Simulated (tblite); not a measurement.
# Geometry relaxation of C₅H₉ClFSi (part 1 of 4)

The run: geometry relaxation of C₅H₉ClFSi, multiplicity 2. Method and program: GFN2-xTB geometry optimisation, gas phase (tblite 0.8.0).

It belongs to a series of runs on one base structure; here: H removed from sp3 C.

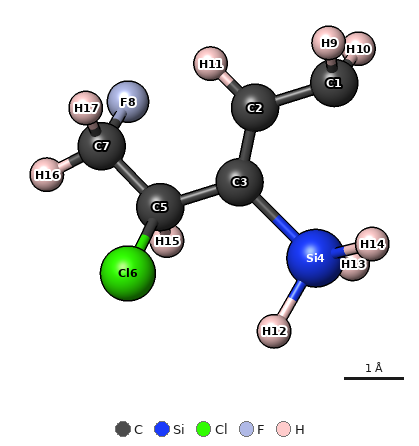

Fig. 1: The input geometry (ball-and-stick view, seen at a tilt; atoms are numbered from 1 in the order of the input).

Input
```
{"job": {"kind": "relax", "xc": "GFN2-xTB", "basis": "xTB"}, "charge": 0, "multiplicity": 2}
C     -1.908600     1.535600     0.062900
C     -0.516300     1.085600     0.065700
C     -0.224900    -0.205200    -0.092100
Si    -1.545400    -1.478800    -0.363300
C      1.171000    -0.661100    -0.076600
Cl     1.539100    -1.412800    -1.637500
C      2.207900     0.319100     0.285700
F      1.921000     0.752000     1.594800
H     -1.936400     2.438800    -0.602700
H     -2.195700     1.863700     1.087100
H      0.256000     1.823700     0.224600
H     -0.882600    -2.592400    -1.065000
H     -1.979900    -1.957800     0.997400
H     -2.655400    -0.998100    -1.153700
H      1.190900    -1.474100     0.691100
H      3.189200    -0.212200     0.347600
H      2.363200     1.186000    -0.376000
```

The first line tells a small driver script what to run in tblite; the rest is the geometry in Å.

Hardware: 1 CPU thread, shared host.

Launched with:
```bash
OMP_NUM_THREADS=1 python <driver script> task.json out
```

The program's output
```
step      E/eV     max force
  0    -712.10368    3.043
  1    -712.35181    1.767
  2    -712.45895    1.013
  3    -712.53791    0.869
  4    -712.61857    0.535
  5    -712.64857    0.553
  6    -712.67339    0.435
  7    -712.70424    0.450
  8    -712.73351    0.470
  9    -712.76401    0.492
 10    -712.80007    0.574
 11    -712.85397    0.732
 12    -712.94223    1.045
 13    -713.04422    1.429
 14    -713.17492    1.205
 15    -713.07247    3.382
 16    -713.35608    0.951
 17    -713.40310    0.500
 18    -713.45350    0.507
 19    -713.47404    0.404
 20    -713.49703    0.480
 21    -713.51877    0.328
 22    -713.53255    0.256
 23    -713.53944    0.288
 24    -713.54498    0.234
 25    -713.55082    0.190
 26    -713.55471    0.178
 27    -713.55900    0.170
 28    -713.56399    0.196
 29    -713.56945    0.187
 30    -713.57428    0.205
 31    -713.57893    0.194
 32    -713.58404    0.199
 33    -713.58913    0.179
 34    -713.59261    0.124
 35    -713.59474    0.116
 36    -713.59658    0.120
 37    -713.59894    0.145
 38    -713.60122    0.114
 39    -713.60277    0.100
 40    -713.60394    0.098
 41    -713.60519    0.097
 42    -713.60649    0.094
 43    -713.60750    0.073
 44    -713.60820    0.075
 45    -713.60884    0.068
 46    -713.60956    0.069
 47    -713.61028    0.064
 48    -713.61095    0.061
 49    -713.61166    0.076
 50    -713.61259    0.084
 51    -713.61381    0.107
 52    -713.61515    0.103
 53    -713.61642    0.100
 54    -713.61757    0.084
 55    -713.61875    0.103
 56    -713.61998    0.091
 57    -713.62118    0.069
 58    -713.62216    0.075
 59    -713.62301    0.080
 60    -713.62382    0.076
 61    -713.62465    0.053
 62    -713.62533    0.050
 63    -713.62580    0.048
 64    -713.62617    0.041
 65    -713.62654    0.039
 66    -713.62691    0.035
 67    -713.62722    0.042
 68    -713.62746    0.038
 69    -713.62772    0.042
 70    -713.62807    0.036
 71    -713.62855    0.043
 72    -713.62903    0.051
 73    -713.62946    0.063
 74    -713.62997    0.071
 75    -713.63070    0.062
 76    -713.63162    0.084
 77    -713.63259    0.091
 78    -713.63353    0.076
 79    -713.63454    0.074
 80    -713.63582    0.076
 81    -713.63731    0.093
 82    -713.63809    0.118
 83    -713.63963    0.109
 84    -713.64049    0.095
 85    -713.64148    0.067
 86    -713.64241    0.073
 87    -713.64321    0.063
 88    -713.64388    0.065
 89    -713.64432    0.054
 90    -713.64469    0.042
 91    -713.64512    0.038
 92    -713.64565    0.036
 93    -713.64593    0.042
 94    -713.64632    0.045
 95    -713.64656    0.034
 96    -713.64675    0.032
 97    -713.64692    0.031
 98    -713.64712    0.038
 99    -713.64733    0.040
100    -713.64748    0.046
101    -713.64772    0.034
102    -713.64799    0.032
103    -713.64827    0.042
104    -713.64882    0.067
105    -713.64954    0.072
106    -713.65039    0.069
107    -713.65126    0.088
108    -713.65218    0.093
109    -713.65299    0.121
110    -713.65374    0.149
111    -713.65531    0.073
112    -713.65618    0.075
113    -713.65752    0.086
114    -713.65856    0.077
115    -713.65998    0.099
116    -713.66186    0.064
117    -713.66291    0.075
118    -713.66376    0.077
119    -713.66467    0.083
120    -713.66574    0.084
121    -713.66654    0.067
122    -713.66713    0.044
123    -713.66780    0.044
124    -713.66830    0.051
125    -713.66872    0.036
126    -713.66916    0.045
127    -713.66964    0.047
128    -713.67020    0.079
129    -713.67075    0.077
130    -713.67137    0.058
131    -713.67194    0.059
132    -713.67252    0.058
133    -713.67338    0.070
134    -713.67481    0.106
135    -713.67677    0.128
136    -713.67878    0.101
137    -713.67908    0.178
138    -713.68065    0.103
139    -713.68167    0.078
140    -713.68262    0.076
141    -713.68395    0.071
142    -713.68627    0.076
143    -713.68800    0.102
144    -713.68929    0.097
145    -713.68906    0.253
146    -713.69107    0.084
147    -713.69156    0.063
148    -713.69212    0.048
149    -713.69282    0.054
150    -713.69307    0.050
151    -713.69349    0.058
152    -713.69384    0.068
153    -713.69406    0.062
154    -713.69425    0.044
155    -713.69442    0.039
156    -713.69460    0.039
157    -713.69480    0.038
158    -713.69500    0.031
159    -713.69525    0.032
160    -713.69558    0.041
161    -713.69599    0.050
162    -713.69644    0.046
163    -713.69687    0.034
164    -713.69722    0.037
165    -713.69756    0.059
166    -713.69792    0.064
167    -713.69844    0.062
168    -713.69893    0.055
169    -713.69958    0.074
170    -713.70001    0.082
171    -713.70089    0.053
172    -713.70152    0.035
173    -713.70190    0.036
174    -713.70215    0.036
175    -713.70237    0.032
176    -713.70262    0.034
177    -713.70295    0.042
178    -713.70335    0.053
179    -713.70369    0.045
180    -713.70385    0.038
181    -713.70405    0.022
182    -713.70416    0.018
183    -713.70429    0.021
184    -713.70433    0.016
185    -713.70437    0.012
186    -713.70440    0.012
187    -713.70443    0.012
188    -713.70445    0.012
189    -713.70448    0.010
```

Trajectory as extended XYZ (Å, eV, eV/Å), 47 of the 190 frames kept, from step=0 to step=189
```
17
Properties=species:S:1:pos:R:3:forces:R:3 step=0 energy=-712.10368
C    -1.9086    1.5356    0.0629    1.5170   2.5450   0.6930
C    -0.5163    1.0856    0.0657   -1.0600  -0.9640  -0.0940
C    -0.2249   -0.2052   -0.0921    0.0260   1.1470  -0.0990
Si   -1.5454   -1.4788   -0.3633   -0.3760  -1.0240   0.5020
C     1.1710   -0.6611   -0.0766   -0.7150  -1.5970   0.5440
Cl    1.5391   -1.4128   -1.6375    0.4330  -0.0500  -0.3780
C     2.2079    0.3191    0.2857    1.7410   0.4070   1.0630
F     1.9210    0.7520    1.5948    0.4050   0.0330  -0.9180
H    -1.9364    2.4388   -0.6027   -0.6740  -0.9010   0.2590
H    -2.1957    1.8637    1.0871   -0.4540  -0.7370  -0.7820
H     0.2560    1.8237    0.2246   -0.0350   0.3010  -0.1450
H    -0.8826   -2.5924   -1.0650   -0.2310   0.0010   0.1220
H    -1.9799   -1.9578    0.9974    0.1280   0.2150  -0.5650
H    -2.6554   -0.9981   -1.1537   -0.1710   0.2060  -0.0910
H     1.1909   -1.4741    0.6911    0.2920   0.1780  -0.4510
H     3.1892   -0.2122    0.3476   -0.3760   0.3670   0.0730
H     2.3632    1.1860   -0.3760   -0.4490  -0.1260   0.2660
17
Properties=species:S:1:pos:R:3:forces:R:3 step=4 energy=-712.61857
C    -1.8062    1.6976    0.1199   -0.3640   0.1070   0.0050
C    -0.5273    1.0781    0.0693    0.0950   0.2310  -0.0310
C    -0.2413   -0.2030   -0.1058    0.2210  -0.2450   0.1180
Si   -1.5689   -1.5276   -0.3493    0.0950   0.2960  -0.2660
C     1.1681   -0.6987   -0.0592   -0.0790  -0.1600  -0.0060
Cl    1.5833   -1.4135   -1.6608    0.1600   0.1100   0.1440
C     2.2512    0.3054    0.3119   -0.0360  -0.1130  -0.0090
F     1.9653    0.7798    1.5645    0.1730   0.1000   0.2020
H    -2.0104    2.4352   -0.6315   -0.1430   0.2420  -0.0030
H    -2.2724    1.8093    1.0758   -0.3960  -0.1580   0.0490
H     0.2420    1.8308    0.1980    0.4920   0.0520  -0.2040
H    -0.9043   -2.6086   -1.0574   -0.0650  -0.2540  -0.0460
H    -1.9804   -1.9496    0.9727   -0.1770  -0.1330   0.2830
H    -2.6613   -0.9833   -1.1504   -0.0130   0.0300   0.0660
H     1.2181   -1.5086    0.6802    0.0420  -0.1010  -0.1920
H     3.2181   -0.2022    0.3636    0.0850   0.0540   0.0160
H     2.3194    1.1708   -0.3515   -0.0890  -0.0570  -0.1260
17
Properties=species:S:1:pos:R:3:forces:R:3 step=8 energy=-712.73351
C    -1.7980    1.7721    0.1486    0.2470  -0.2830  -0.0790
C    -0.5192    1.1155    0.0636    0.0960  -0.0030   0.0230
C    -0.2330   -0.1948   -0.0795   -0.1810   0.2740   0.1180
Si   -1.5622   -1.5175   -0.3609   -0.0210  -0.1570   0.3120
C     1.1736   -0.7193   -0.0467    0.0260   0.3090   0.1880
Cl    1.6386   -1.3919   -1.6484    0.0050   0.0850  -0.0410
C     2.2593    0.2886    0.3270    0.0350   0.1080   0.0580
F     2.0230    0.8040    1.5809    0.0070  -0.0910  -0.0450
H    -2.0680    2.4805   -0.6253    0.1550   0.0570   0.3730
H    -2.3858    1.7434    1.0554   -0.0200  -0.2720  -0.3830
H     0.3179    1.8285    0.1318   -0.2060  -0.1210  -0.2840
H    -0.9368   -2.6585   -1.0573   -0.1580   0.1700   0.1130
H    -2.0089   -1.9633    0.9856    0.0460   0.0770  -0.3170
H    -2.6709   -0.9654   -1.1389    0.0690   0.0210   0.0500
H     1.2365   -1.5620    0.6463   -0.0900  -0.0630   0.0170
H     3.2452   -0.1877    0.3713   -0.0580  -0.0060  -0.0760
H     2.2815    1.1400   -0.3634    0.0490  -0.1020  -0.0280
17
Properties=species:S:1:pos:R:3:forces:R:3 step=12 energy=-712.94223
C    -1.7653    1.7384    0.1408   -0.3680   0.6550   0.2030
C    -0.4938    1.1884    0.0566   -0.2210  -0.2510  -0.1830
C    -0.2358   -0.1547    0.0280    0.3990  -0.9660  -0.0100
Si   -1.5444   -1.4962   -0.3003   -0.0100   0.4520  -0.5640
C     1.1653   -0.6762    0.0333   -0.1170  -0.6330  -0.2620
Cl    1.7063   -1.2997   -1.6194   -0.3020   0.1540  -0.1190
C     2.2758    0.2984    0.3670   -0.0470  -0.2470  -0.1330
F     2.1091    0.8124    1.6202   -0.0130   0.3190  -0.0040
H    -2.0483    2.6077   -0.4380    0.4920   0.2620   0.2000
H    -2.5577    1.4967    0.8532    0.5430  -0.6950  -0.5100
H     0.3952    1.8072   -0.1071   -0.6260   0.3320  -0.1810
H    -1.0432   -2.6719   -1.0154    0.1950   0.1240  -0.0100
H    -2.0578   -1.9762    0.9394   -0.2830  -0.2400   0.8470
H    -2.6461   -0.9326   -1.0910    0.1380   0.0780   0.0430
H     1.2148   -1.6272    0.5869    0.0070   0.4650   0.2690
H     3.2573   -0.1736    0.3442    0.1080  -0.2060   0.0700
H     2.2615    1.0712   -0.4081    0.1040   0.3950   0.3450
17
Properties=species:S:1:pos:R:3:forces:R:3 step=16 energy=-713.35608
C    -1.7240    1.7370    0.1329   -0.6410  -0.5640   0.4190
C    -0.5074    1.1565    0.0181    0.0390   0.3060  -0.5760
C    -0.2219   -0.2091    0.0922   -0.0820   0.6230  -0.2460
Si   -1.5543   -1.4572   -0.2633   -0.3060  -0.5690   0.5130
C     1.1567   -0.6793    0.0591    0.3700  -0.1280  -0.3010
Cl    1.6688   -1.2153   -1.6389   -0.2550  -0.1160  -0.1020
C     2.2816    0.2890    0.3745    0.1220   0.1750   0.0720
F     2.1363    0.8438    1.6246    0.0680  -0.0550  -0.2000
H    -1.9113    2.7240   -0.2325    0.0240   0.2780   0.1950
H    -2.5538    1.2083    0.6075    0.2880   0.2190  -0.3620
H     0.2765    1.8342   -0.3013    0.2310  -0.0640   0.1150
H    -1.0808   -2.6171   -0.9797    0.3660  -0.2660  -0.2160
H    -2.1093   -1.9981    0.9777   -0.0250   0.0810   0.1960
H    -2.6025   -0.8934   -1.0600   -0.4160   0.3860  -0.3070
H     1.1882   -1.5965    0.6254    0.4100  -0.3720   0.3110
H     3.2606   -0.2086    0.3276   -0.1680  -0.0180   0.2250
H     2.2897    1.0939   -0.3738   -0.0240   0.0850   0.2640
17
Properties=species:S:1:pos:R:3:forces:R:3 step=21 energy=-713.51877
C    -1.7382    1.7216    0.1228    0.2940  -0.0720  -0.1260
C    -0.5152    1.1626   -0.0712   -0.0550   0.0490  -0.0080
C    -0.2331   -0.2010    0.0392    0.0660  -0.2330  -0.0800
Si   -1.5978   -1.4961   -0.2277    0.1400   0.1820  -0.1530
C     1.1676   -0.6915    0.0463   -0.1070   0.0460  -0.1200
Cl    1.6013   -1.2236   -1.6638   -0.0360  -0.0970   0.0830
C     2.2879    0.2938    0.3725   -0.0620  -0.0010   0.0700
F     2.1355    0.8416    1.6189   -0.0690  -0.0800   0.1170
H    -1.8722    2.7601   -0.1118   -0.2190   0.0730   0.1840
H    -2.5503    1.1414    0.5140   -0.1740   0.0780  -0.0570
H     0.2775    1.8528   -0.3328    0.1310  -0.0660   0.0290
H    -1.0297   -2.6169   -0.9862   -0.0140   0.0320   0.1160
H    -2.1315   -1.9927    1.0436    0.0060   0.0610   0.0100
H    -2.6202   -0.8471   -1.0668    0.0580  -0.1340   0.1660
H     1.2545   -1.5973    0.6618    0.0160   0.1450  -0.1650
H     3.2522   -0.2258    0.3622   -0.0130   0.0530   0.0090
H     2.3047    1.1302   -0.3310    0.0400  -0.0350  -0.0730
17
Properties=species:S:1:pos:R:3:forces:R:3 step=25 energy=-713.55082
C    -1.7291    1.7158    0.1018   -0.1520   0.0630   0.0950
C    -0.5078    1.1620   -0.0964    0.0200  -0.0030   0.0570
C    -0.2309   -0.2060    0.0127   -0.0040   0.1350  -0.0180
Si   -1.5887   -1.4893   -0.2278   -0.0030  -0.0570   0.0390
C     1.1655   -0.6841    0.0296    0.0750   0.0000  -0.0140
Cl    1.5850   -1.2433   -1.6602    0.0980  -0.0580  -0.1150
C     2.2805    0.2985    0.3793    0.0300  -0.0050  -0.0550
F     2.1218    0.8234    1.6360   -0.1070  -0.0410  -0.0510
H    -1.8970    2.7677   -0.0399    0.0480   0.0560   0.0110
H    -2.5681    1.1464    0.4691    0.0930  -0.0290  -0.1170
H     0.3058    1.8393   -0.3350   -0.0340  -0.0240   0.0370
H    -1.0210   -2.6160   -0.9670    0.0040  -0.0500   0.0530
H    -2.1307   -1.9746    1.0490    0.0570   0.0750  -0.0270
H    -2.6220   -0.8562   -1.0436   -0.0720  -0.0490   0.0050
H     1.2706   -1.5817    0.6417   -0.0820  -0.0560   0.0320
H     3.2446   -0.2194    0.3720    0.0220  -0.0080   0.0070
H     2.3145    1.1295   -0.3313    0.0060   0.0510   0.0600
17
Properties=species:S:1:pos:R:3:forces:R:3 step=29 energy=-713.56945
C    -1.7316    1.7325    0.1076    0.1490  -0.0370  -0.0480
C    -0.5117    1.1693   -0.0977    0.0350   0.1270   0.0260
C    -0.2248   -0.1957   -0.0142   -0.0370  -0.1050  -0.0530
Si   -1.5792   -1.4893   -0.2241   -0.0150   0.0380  -0.0690
C     1.1756   -0.6859    0.0011   -0.1610   0.0230  -0.0150
Cl    1.5984   -1.2728   -1.6856    0.0660   0.0320   0.0780
C     2.2819    0.2972    0.3723   -0.0270  -0.0320  -0.0030
F     2.0793    0.7994    1.6330   -0.0340  -0.0470  -0.0170
H    -1.9002    2.7920    0.0155    0.0970  -0.0590  -0.0100
H    -2.5664    1.1315    0.4069   -0.1470  -0.0570   0.0360
H     0.3111    1.8319   -0.3248    0.0450   0.1720   0.0580
H    -1.0107   -2.6303   -0.9366    0.0050  -0.0540   0.0200
H    -2.1156   -1.9411    1.0569    0.0130   0.0050   0.1340
H    -2.6427   -0.8804   -1.0239   -0.0090  -0.0650  -0.0180
H     1.2571   -1.5766    0.6343   -0.0260   0.0360  -0.0990
H     3.2472   -0.2173    0.3818    0.0370   0.0160   0.0070
H     2.3254    1.1477   -0.3124    0.0090   0.0090  -0.0270
17
Properties=species:S:1:pos:R:3:forces:R:3 step=33 energy=-713.58913
C    -1.7242    1.7349    0.1068   -0.0450   0.0240   0.0160
C    -0.4980    1.1904   -0.0903    0.0460  -0.1370  -0.0690
C    -0.2296   -0.1839   -0.0658    0.0430   0.0790  -0.0460
Si   -1.5754   -1.4916   -0.2306   -0.0420  -0.0480   0.1020
C     1.1635   -0.6804   -0.0392    0.1650  -0.0350  -0.0610
Cl    1.6327   -1.3049   -1.6971    0.0030   0.0670   0.0000
C     2.2727    0.2918    0.3598   -0.0390   0.0310   0.0370
F     2.0158    0.7560    1.6252    0.0630   0.0460   0.0530
H    -1.8820    2.7955    0.0613    0.0370   0.0920  -0.0090
H    -2.5790    1.1326    0.3565    0.0140  -0.0400  -0.0160
H     0.3301    1.8659   -0.2734   -0.0650   0.0380   0.0840
H    -0.9952   -2.6602   -0.8965   -0.0410   0.0360   0.0370
H    -2.0832   -1.8946    1.0900    0.0710   0.0360  -0.0220
H    -2.6748   -0.9315   -1.0127   -0.0070  -0.0410  -0.0700
H     1.2309   -1.5644    0.6005   -0.0200  -0.0390  -0.0070
H     3.2493   -0.2091    0.3938   -0.1390  -0.0120  -0.0210
H     2.3396    1.1658   -0.2981   -0.0440  -0.0970  -0.0070
```
